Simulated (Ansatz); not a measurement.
**CH6SiSn: basis-set convergence**

How large a basis does CH6SiSn need? Two functionals are run in growing sets.

The runs use Ansatz 0.2.0, Gaussian basis; one geometry, several basis sets.

The runs, in order: PBE0-D4/def2-SVP; ωB97M-V/def2-SVP; PBE0-D4/def2-QZVPP; ωB97M-V/def2-QZVPP; the functionals' def2-TZVPP values are taken from earlier runs.

2 further runs of the same task are left out: 2 for a known fault of the program.

## Step 1: The relaxed structure

The geometry comes from an earlier relaxation with PBE0-D4 in a triple-zeta def2 set; it is a stationary point, not always the lowest conformer. Sn takes the def2 core potential; no spin-orbit term is included.

SMILES `[CH2]1[SiH2][SnH2]1`, 9 atoms, charge 0, spin multiplicity 1.

Atoms are counted from 1 here; the program's logs count them from 0.

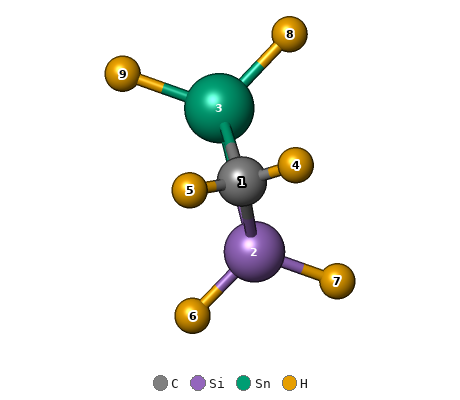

The geometry (carbon grey, silicon purple, tin teal, hydrogen amber); atoms are numbered from 1 in the order of the file.

## Step 2: PBE0-D4 in def2-SVP

File in.yaml:

```yaml
crystal:
  periodic: [false, false, false]
  atoms:
    - {symbol: C, position_ang: [-0.774686, 0.089128, -0.686908]}
    - {symbol: Si, position_ang: [0.857940, 0.931340, -0.355899]}
    - {symbol: Sn, position_ang: [0.114619, -0.945703, 1.068835]}
    - {symbol: H, position_ang: [-0.860542, -0.512293, -1.588441]}
    - {symbol: H, position_ang: [-1.683734, 0.649703, -0.483777]}
    - {symbol: H, position_ang: [0.822204, 2.320684, 0.161890]}
    - {symbol: H, position_ang: [1.946048, 0.729965, -1.343388]}
    - {symbol: H, position_ang: [0.482664, -2.569020, 0.737648]}
    - {symbol: H, position_ang: [-0.816014, -0.739904, 2.473042]}
basis:
  gaussian: {orbitals: def2-SVP}
hamiltonian: {xc: pbe0, dispersion: d4}
output: {orbitals: {seedname: orbitals}}
```

The run is started by

```console
ansatz run in.yaml --threads 2 --pin off --events-out ev --progress --plain --max-ram 4352MiB
```

Log:

```text
Functional definition: PBE0
  name "PBE0"
  cite "Adamo & Barone, J. Chem. Phys. 110, 6158 (1999) doi:10.1063/1.478522"
  cite "Perdew, Burke & Ernzerhof, Phys. Rev. Lett. 77, 3865 (1996) doi:10.1103/PhysRevLett.77.3865"
  parent pbe
  parameter a = 0.25
  parameter kappa = 0.804
  parameter beta = 0.06672455060314922
  exchange = (1 - a)*pbe_x(kappa = kappa, mu = beta*pi^2/3) + a*exact_x
  correlation = pbe_c(beta = beta)
966 factors; integrals over basis functions are off by at most 1.2e-3 eV
mean field evaluation 1: about -14828.2434 eV, gradient 4.7e1 eV
mean field evaluation 2: about -14818.6244 eV, gradient 6.8e1 eV
mean field evaluation 4: about -14834.1139 eV, gradient 2.2e0 eV
mean field evaluation 8: about -14834.1967 eV, gradient 6.9e-2 eV
mean field evaluation 16: about -14834.1967 eV, gradient 8.8e-6 eV
mean field -14834.19670569 eV, -545.1466739544 hartree, gradient 9.0e-6 eV, S^2 0.000000; 0 other end points of the search recorded, 0 dependent functions left out
reference -14834.19673598 eV, -545.1466750677 hartree; 24, 24 occupied and 64, 64 virtual orbitals, 966 factors
Total energy: -14834.36099770 eV, -545.1527115744 hartree
```

Run time: 1.1 s. Hardware: 2 threads of Intel Xeon Platinum 8488C, shared host.

## Step 3: ωB97M-V in def2-SVP

Changes to in.yaml since step 2:

```diff
@@ -14,3 +14,3 @@
   gaussian: {orbitals: def2-SVP}
-hamiltonian: {xc: pbe0, dispersion: d4}
+hamiltonian: {xc: {name: wB97M-V}}
 output: {orbitals: {seedname: orbitals}}
```

Same command.

Log, cut to the lines that bear on the results:

```text
Functional definition: wB97M-V
  name "wB97M-V"
  cite "Mardirossian & Head-Gordon, J. Chem. Phys. 144, 214110 (2016) doi:10.1063/1.4952647"
  cite "Becke, J. Chem. Phys. 107, 8554 (1997) doi:10.1063/1.475007"
  cite "Vydrov & Van Voorhis, J. Chem. Phys. 133, 244103 (2010) doi:10.1063/1.3521275"
  # Of w^i u^j: cxij and so on, Table III.
[...]
  gx(w, u) = 1 - cx + cx01*u + cx10*w
  gss(w, u) = css00 + css04*u^4 + css10*w + css20*w^2 + css43*w^4*u^3
  gos(w, u) = cos00 + cos10*w + (cos20 + cos21*u)*w^2 + (cos60 + cos61*u)*w^6
[...]
      + integral(e_c_pw_mod_opposite_spin*gos(b97_w_opposite, b97_u_opposite)) + vv10(b, c)
966 factors; integrals over basis functions are off by at most 1.2e-3 eV
305 factors; integrals over basis functions are off by at most 6.5e-6 eV
[...]
mean field -14835.73139991 eV, -545.2030729267 hartree, gradient 7.5e-5 eV, S^2 0.000000; 0 other end points of the search recorded, 0 dependent functions left out
reference -14835.73144758 eV, -545.2030746787 hartree; 24, 24 occupied and 64, 64 virtual orbitals, 966 factors
Total energy: -14835.73144758 eV, -545.2030746787 hartree
```

It took 3.9 s on 2 threads of Intel Xeon Platinum 8488C, shared host; peak memory 0.28 GiB.

## Step 4: PBE0-D4 in def2-QZVPP

Changes to in.yaml since step 3:

```diff
@@ -13,4 +13,4 @@
 basis:
-  gaussian: {orbitals: def2-SVP}
-hamiltonian: {xc: {name: wB97M-V}}
+  gaussian: {orbitals: "def2-QZVPP.json"}
+hamiltonian: {xc: pbe0, dispersion: d4}
 output: {orbitals: {seedname: orbitals}}
```

Launched as before.

Log:

```text
Functional definition: PBE0
  name "PBE0"
  cite "Adamo & Barone, J. Chem. Phys. 110, 6158 (1999) doi:10.1063/1.478522"
  cite "Perdew, Burke & Ernzerhof, Phys. Rev. Lett. 77, 3865 (1996) doi:10.1103/PhysRevLett.77.3865"
  parent pbe
  parameter a = 0.25
  parameter kappa = 0.804
  parameter beta = 0.06672455060314922
  exchange = (1 - a)*pbe_x(kappa = kappa, mu = beta*pi^2/3) + a*exact_x
  correlation = pbe_c(beta = beta)
1393 factors; their error is unknown
mean field evaluation 1: about -14829.8285 eV, gradient 6.1e1 eV
mean field evaluation 2: about -14811.8943 eV, gradient 9.3e1 eV
mean field evaluation 4: about -14838.7390 eV, gradient 6.2e0 eV
mean field evaluation 8: about -14838.8689 eV, gradient 2.4e-1 eV
mean field evaluation 16: about -14838.8690 eV, gradient 4.9e-5 eV
mean field -14838.86895244 eV, -545.3183758557 hartree, gradient 4.9e-5 eV, S^2 0.000000; 0 other end points of the search recorded, 0 dependent functions left out
reference -14838.86899939 eV, -545.3183775809 hartree; 24, 24 occupied and 365, 365 virtual orbitals, 1393 factors
Total energy: -14839.03326110 eV, -545.3244140875 hartree
```

It took 7 s on 2 threads of Intel Xeon Platinum 8488C, shared host; peak memory 1.1 GiB.

## Step 5: ωB97M-V in def2-QZVPP

Changes to in.yaml since step 4:

```diff
@@ -14,3 +14,3 @@
   gaussian: {orbitals: "def2-QZVPP.json"}
-hamiltonian: {xc: pbe0, dispersion: d4}
+hamiltonian: {xc: {name: wB97M-V}}
 output: {orbitals: {seedname: orbitals}}
```

Same command.

Log, cut to the lines that bear on the results:

```text
Functional definition: wB97M-V
  name "wB97M-V"
  cite "Mardirossian & Head-Gordon, J. Chem. Phys. 144, 214110 (2016) doi:10.1063/1.4952647"
  cite "Becke, J. Chem. Phys. 107, 8554 (1997) doi:10.1063/1.475007"
  cite "Vydrov & Van Voorhis, J. Chem. Phys. 133, 244103 (2010) doi:10.1063/1.3521275"
  # Of w^i u^j: cxij and so on, Table III.
[...]
  gx(w, u) = 1 - cx + cx01*u + cx10*w
  gss(w, u) = css00 + css04*u^4 + css10*w + css20*w^2 + css43*w^4*u^3
  gos(w, u) = cos00 + cos10*w + (cos20 + cos21*u)*w^2 + (cos60 + cos61*u)*w^6
[...]
      + integral(e_c_pw_mod_opposite_spin*gos(b97_w_opposite, b97_u_opposite)) + vv10(b, c)
1356 factors; their error is unknown
345 factors; integrals over basis functions are off by at most 1.1e-5 eV
[...]
mean field -14840.52171692 eV, -545.3791138299 hartree, gradient 6.3e-5 eV, S^2 0.000000; 0 other end points of the search recorded, 0 dependent functions left out
reference -14840.52179131 eV, -545.3791165635 hartree; 24, 24 occupied and 365, 365 virtual orbitals, 1356 factors
Total energy: -14840.52179131 eV, -545.3791165635 hartree
```

Run time: 16 s. Hardware: 2 threads of Intel Xeon Platinum 8488C, shared host; peak memory 1.3 GiB.

## Step 6: Density functionals: the series

The def2-TZVPP values come from earlier runs at the same geometry.

```csv
functional,basis,functions,energy (eV),from the largest (eV),HOMO (eV),LUMO (eV)
PBE0-D4,def2-SVP,88,-14834.3610,4.672,-6.20,-0.69
PBE0-D4,def2-TZVPP,207,-14838.6514,0.382,-6.23,-0.87
PBE0-D4,def2-QZVPP,389,-14839.0333,0.000,-6.24,-0.92
ωB97M-V,def2-SVP,88,-14835.7314,4.790,-8.12,1.13
ωB97M-V,def2-TZVPP,207,-14840.1589,0.363,-8.19,0.78
ωB97M-V,def2-QZVPP,389,-14840.5218,0.000,-8.19,0.62
```

## Step 7: Results

```
                                       quantity          value
PBE0-D4: double and triple zeta above quadruple  4.67, 0.38 eV
ωB97M-V: double and triple zeta above quadruple  4.79, 0.36 eV
```

For PBE0-D4 the step from double to triple zeta gains 4.29 eV and the next only 0.38 eV. Total energies overstate the basis error of differences, where much of it tends to cancel. The LUMO of ωB97M-V is positive and keeps falling with the basis (1.13 to 0.62 eV): an unbound level that the basis holds in place.

For PBE0-D4 the largest set took about 6 times as long as the smallest (7 s against 1.1 s).
